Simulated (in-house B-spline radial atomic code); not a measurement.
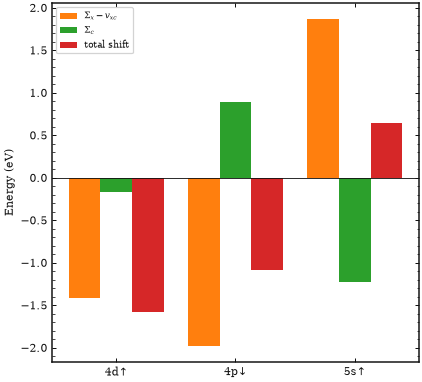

Parts of the G₀W₀ correction to each level for Mo⁺ ([Kr] 4d⁵). All-electron spherical atom, scalar X2C, PBE with 60 % exact exchange start, no spin-orbit coupling, Breit or QED terms; computed with a B-spline radial code. The quasi-particle equation is solved at full frequency; levels of low quasi-particle weight Z are left out.

What does the figure show?

G₀W₀ moves the highest occupied level, 4d↑, from −14.77 to −16.35 eV (renormalisation factor Z = 0.92). The empty level 5s↑ goes from −7.77 to −7.13 eV.

```tsv
Level	Mean field (eV)	Σx − vxc (eV)	Σc (eV)	Z	G₀W₀ (eV)
4d↑	−14.77	−1.42	−0.17	0.92	−16.35
4p↓	−48.25	−1.98	0.89	0.89	−49.34
5s↑	−7.77	1.86	−1.23	0.96	−7.13
```
